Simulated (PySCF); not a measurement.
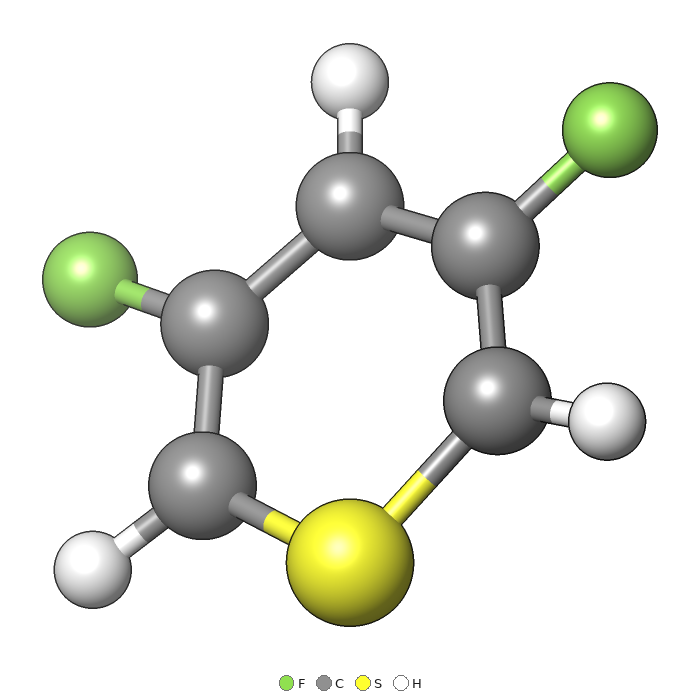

Every bond is drawn as one stick, whatever its order.

State: charge +1, singlet. The computed structure is the end point of a GFN2-xTB optimisation. No frequency run is at hand to confirm it as a minimum.

> Which formula does it have?

C5H3F2S(+), 11 atoms: 5 carbon, 3 hydrogen, 2 fluorine and 1 sulfur.

> Describe its rings.

Independent rings (smallest set): 1 of 6 members, 1 of them aromatic.

> How many atoms are distinct by symmetry?

7: 2 F, 2 C, 2 C, 1 S, 1 C, 2 H, 1 H.

More results for the same structure follow; atom numbers are the same in all pictures, views and colours differ.

### Shape

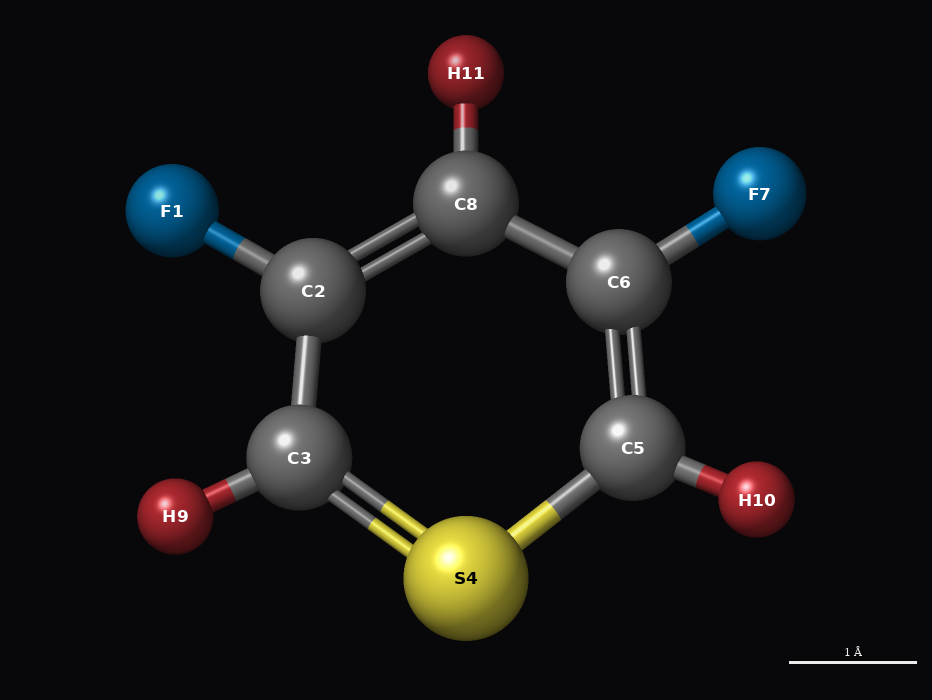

Numbered structure. No frequency run is at hand to confirm it as a minimum.

> Describe the coordination of atom 4.

S4 has 2 neighbours (C3 at 1.68, C5 at 1.68 Å); the arrangement is bent.

> Describe the coordination of atom 2.

C2 has 3 neighbours (F1 at 1.32, C3 at 1.39, C8 at 1.39 Å); the arrangement is trigonal planar.

> What is the geometry at C8?

C8 has 3 neighbours (C2 at 1.39, C6 at 1.39, H11 at 1.08 Å); the arrangement is trigonal planar.

> What is the geometry at C3?

C3 has 3 neighbours (C2 at 1.39, S4 at 1.68, H9 at 1.08 Å); the arrangement is trigonal planar.

> What is the dihedral angle F1–C2–C8–C6?

180° in size, that is anti.

### Excitation

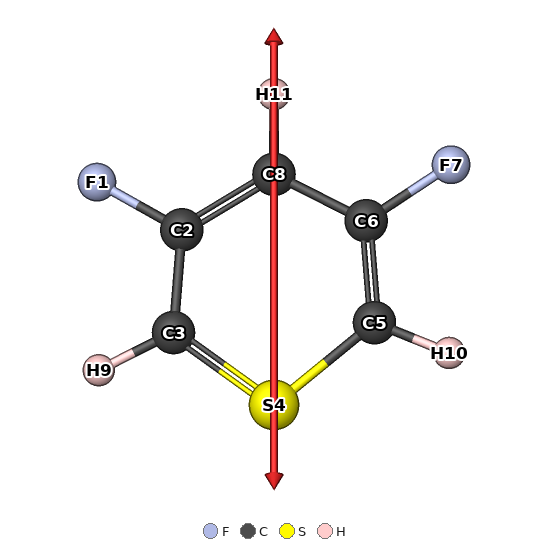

The double arrow shows the direction of the transition dipole to excited singlet state 5 (its length means nothing). No frequency run is at hand to confirm it as a minimum. Level of theory: TDDFT PBE0/def2-SVPD, vertical, gas phase, core orbitals frozen in the response (PySCF 2.14.0).

> How is the transition polarised?

In the molecular plane, nearly parallel to the C5–C6 bond.

> Give its energy, strength and character.

6.72 eV (184 nm), oscillator strength 0.35, mainly HOMO → LUMO+1 (weight 0.85); transition dipole 3.69 D.

### NMR shielding

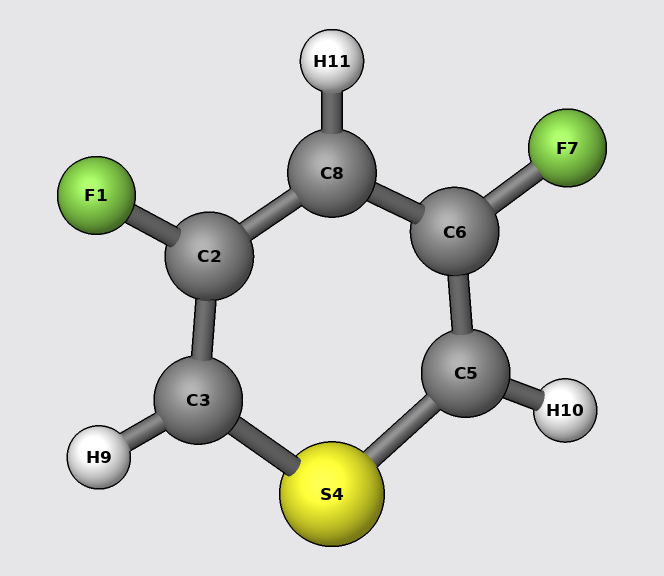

No frequency run is at hand to confirm it as a minimum. Level of theory: GIAO PBE0/pcSseg-1 NMR shielding, non-relativistic, gas phase (PySCF 2.14.0). Principal shieldings σ11 ≤ σ22 ≤ σ33, span Ω = σ33 − σ11, skew κ = 3(σiso − σ22)/Ω.

Give the shielding tensors of the F atoms.

```
  atom    σ11    σ22    σ33   σiso      Ω     κ
F1, F7  132.6  211.7  348.5  230.9  215.8  0.27
```

Shieldings and span in ppm.

### Ring current

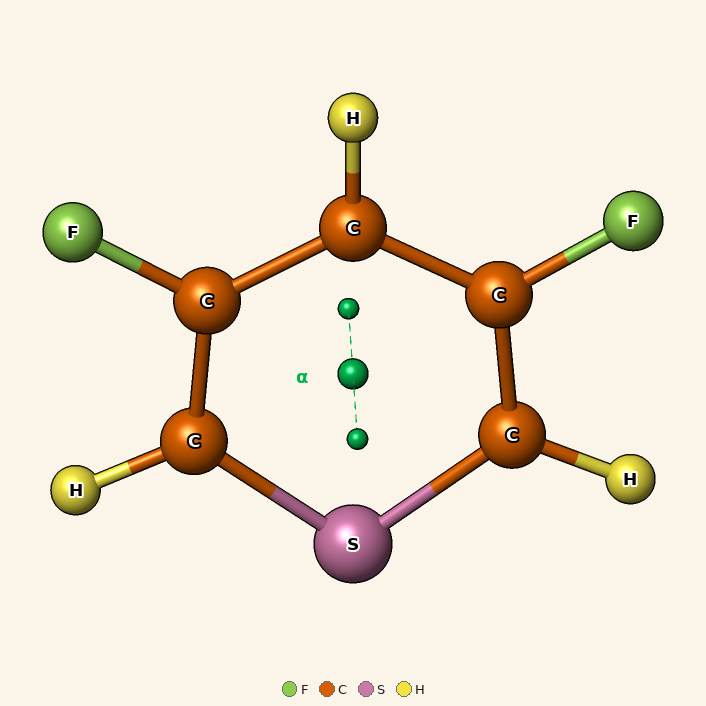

The small points mark where nucleus-independent chemical shifts (NICS) were computed: at the centre of each lettered ring and 1 Å above and below it. No frequency run is at hand to confirm it as a minimum. Method: GIAO PBE0/pcSseg-1 NMR shielding, non-relativistic, gas phase (PySCF 2.14.0).

Give NICS(0), NICS(1) and the out-of-plane component NICS(1)zz for each ring (means of the two sides).

```tsv
ring	members	NICS(0)	NICS(1)	NICS(1)zz
α	C5S	−10.6	−11.1	−25.6
```

Values in ppm.

> What do the values say about the ring currents?

Ring α: diatropic, as in an aromatic ring. NICS is one index among several.
